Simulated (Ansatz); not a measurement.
A series of calculations on C2H6BNOS

Part 1: Relaxation

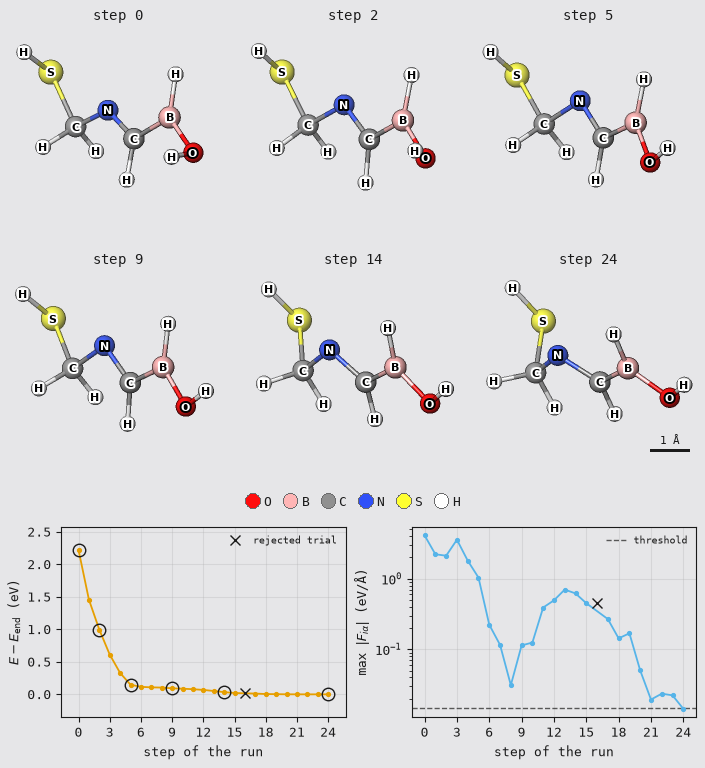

Frames of a relaxation of C2H6BNOS, marked on the history of the run. A ball-and-stick model, seen from a free direction.

The run prepares an end point of a later path (torsion) calculation, from a guessed geometry.

Theory: RKS PBE-D4/STO-3G (Ansatz). Set-up: no spin polarisation; force threshold 0.015 eV/Å; at most 40 steps.

> Describe the path.

The energy falls by 2.223 eV in 23 accepted moves (24 points after the start). The largest force component goes from 4.1 to 0.014 eV/Å. The line search rejected the trial step at point 16 of the run. The largest move after the best rigid fit is that of an H atom, 1.25 Å. Largest moves by element: H 1.25 Å, N 0.69 Å, S 0.63 Å, B 0.43 Å, O 0.37 Å, C 0.31 Å. Near-neighbour distances that change, for instance: C–N 1.426 → 1.543 Å, C–N 1.264 → 1.342 Å, H–S 1.430 → 1.371 Å, B–O 1.427 → 1.374 Å. Among the angles between lasting bonds that change: C–N–C 126.6° → 112.4°, B–C–N 123.1° → 118.8°, N–C–H 118.3° → 121.1°. Groups turn about B–O by about 85°, C–N by about 60°. From step 0 to 2: an H atom moves most (0.37 Å), energy −1.228 eV. From step 2 to 5: an H atom moves most (0.47 Å), energy −0.847 eV. From step 5 to 9: an H atom moves most (0.25 Å), energy −0.056 eV. From step 9 to 14: an H atom moves most (0.46 Å), energy −0.059 eV. From step 14 to 24: H atoms move most (0.27 Å), energy −0.034 eV.

```tsv
step	E − E(0), eV	largest force component, eV/Å	note
0	0.0000	4.1068	
1	-0.7652	2.2225	
2	-1.2277	2.1178	
3	-1.6105	3.5668	
4	-1.8937	1.8061	
5	-2.0743	1.0380	
6	-2.1074	0.2231	
7	-2.1152	0.1158	
8	-2.1183	0.0312	
9	-2.1299	0.1138	
10	-2.1359	0.1249	
11	-2.1437	0.3915	
12	-2.1543	0.4946	
13	-2.1712	0.7023	
14	-2.1884	0.6197	
15	-2.2021	0.4506	
16	-2.1985	0.4519	rejected
17	-2.2107	0.2686	
18	-2.2178	0.1432	
19	-2.2200	0.1690	
20	-2.2220	0.0504	
21	-2.2224	0.0195	
22	-2.2227	0.0236	
23	-2.2228	0.0223	
24	-2.2228	0.0144
```

Limits of the set-up: STO-3G is a minimal basis, so the numbers are rough.

Part 2: Relaxation

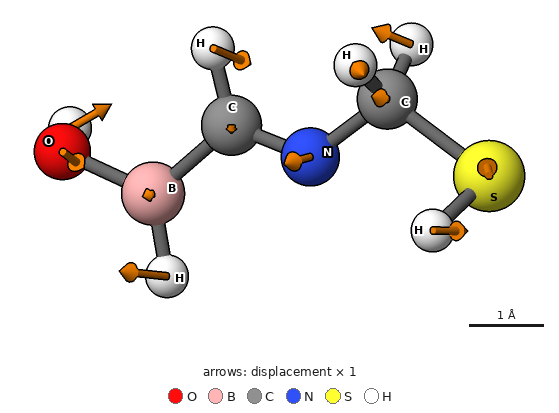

A relaxation of C2H6BNOS. The starting structure is drawn; orange arrows show the displacements, at their true length. The two geometries are superimposed by the best rigid fit.

Style: ball-and-stick. Shown at a tilt.

The run prepares an end point of a later path (torsion) calculation, from a guessed geometry.

Level of theory: RKS PBE-D4/STO-3G in Ansatz. Settings: no spin polarisation; force threshold 0.015 eV/Å; at most 40 steps.

### Which element moves most?

Hydrogen: up to 0.97 Å, against 0.66 Å for oxygen.

### Describe the change and its energy.

An H atom moves most after the best rigid fit: 0.97 Å. By element the largest moves are H 0.97 Å, O 0.66 Å, N 0.64 Å, S 0.58 Å, C 0.35 Å, B 0.19 Å. Among the contacts that change: C–N 1.426 → 1.543 Å, C–N 1.264 → 1.340 Å, H–S 1.430 → 1.371 Å, B–O 1.427 → 1.371 Å. Among the angles between lasting bonds that change: C–N–C 126.6° → 112.6°, O–B–H 120.9° → 115.8°, B–C–N 123.1° → 119.5°. Groups turn about B–O by about 85°, C–N by about 60°. Over 20 accepted moves (22 points after the start) the energy falls by 2.205 eV. The largest force component goes from 4.6 to 0.01 eV/Å. The line search rejected the trial steps at points 7, 12 of the run. Cost: 39 s on 1 thread of Intel(R) Xeon(R) 6975P-C (Granite Rapids), with other jobs on the host, peak memory 0.2 GiB.

Limits of the set-up: STO-3G is a minimal basis, so the numbers are rough.

Part 3: Path

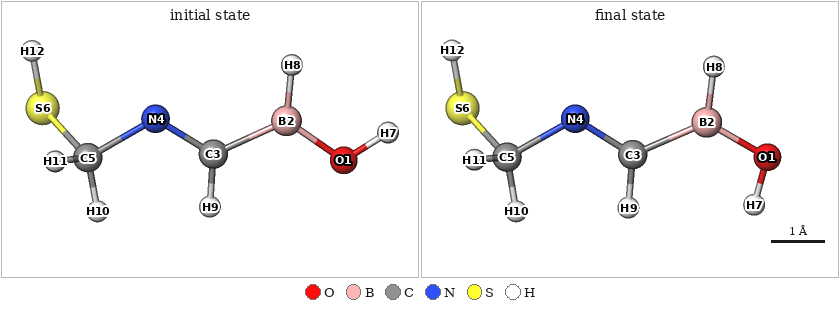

The two relaxed end points of a path for C2H6BNOS. Style: ball-and-stick. Shown face on.

All numbers below come from RKS PBE-D4/STO-3G (Ansatz).

Input file:
```yaml
crystal:
  periodic: [false, false, false]
  atoms:
    - { symbol: O, position_ang: [-0.759459, 2.988882, -0.029209] }
    - { symbol: B, position_ang: [-0.540353, 1.821679, 0.661018] }
    - { symbol: C, position_ang: [0.019077, 0.623284, -0.173356] }
    - { symbol: "N", position_ang: [0.290615, -0.530227, 0.455804] }
    - { symbol: C, position_ang: [0.798876, -1.621501, -0.508634] }
    - { symbol: S, position_ang: [-0.450447, -2.956582, -0.624776] }
    - { symbol: H, position_ang: [-1.1209, 3.688444, 0.633502] }
    - { symbol: H, position_ang: [-0.754038, 1.723466, 1.819828] }
    - { symbol: H, position_ang: [0.19502, 0.738211, -1.274765] }
    - { symbol: H, position_ang: [0.985419, -1.241177, -1.540025] }
    - { symbol: H, position_ang: [1.758273, -2.002291, -0.087091] }
    - { symbol: H, position_ang: [-0.345082, -3.287488, 0.701603] }
basis:
  gaussian: { orbitals: STO-3G }
hamiltonian:
  xc: pbe
  dispersion: d4
neb:
  order_check: false
  images: 7
  f_tol: 0.03
  max_iterations: 60
  initial_path: idpp
  final_atoms:
    - { symbol: O, position_ang: [-0.89207265, 3.05928375, 0.45492684] }
    - { symbol: B, position_ang: [-0.57812167, 1.81325672, 0.93350764] }
    - { symbol: C, position_ang: [-0.03244973, 0.67567108, 0.00352433] }
    - { symbol: "N", position_ang: [0.28620215, -0.51377383, 0.53264169] }
    - { symbol: C, position_ang: [0.7672717, -1.52575965, -0.52763339] }
    - { symbol: S, position_ang: [-0.47330088, -2.86387731, -0.6888965] }
    - { symbol: H, position_ang: [-0.70712492, 3.06877111, -0.56074084] }
    - { symbol: H, position_ang: [-0.73986741, 1.65199366, 2.09061283] }
    - { symbol: H, position_ang: [0.09405369, 0.86673021, -1.09810927] }
    - { symbol: H, position_ang: [0.90779511, -1.06902354, -1.53505642] }
    - { symbol: H, position_ang: [1.74654966, -1.92255901, -0.17200857] }
    - { symbol: H, position_ang: [-0.30193407, -3.29601318, 0.60113065] }
```

Run as
```bash
ansatz run input.yaml --threads 1 --pin off --max-ram 2048MiB --backend cpu --events-out ev --progress --plain --runs-dir out
```

Question: Predict the minimum-energy path and its barrier.

Answer: The barrier is about 1.14 eV in both directions, with image 4 at the top; the ends have nearly the same energy. The motion is a rotation about the O1–B2 bond by about 180°. No bond forms or breaks between the ends. Bond angles that change up to the highest image, for instance: B2–O1–H7 108.1° → 121.7°, O1–B2–C3 116.1° → 121.1°. The band is converged.

Energies of the converged images:

```tsv
image	path (Å)	E (eV)
0	0.00	0.000
1	0.33	0.013
2	0.65	0.183
3	0.98	0.712
4	1.31	1.144
5	1.70	0.580
6	2.09	0.091
7	2.48	0.011
8	2.87	0.004
```

The geometry at the top of the path:

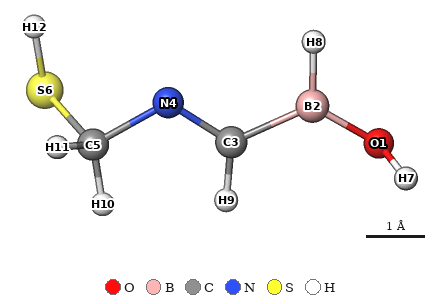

Limits of the set-up: STO-3G is a minimal basis, so the numbers are rough.
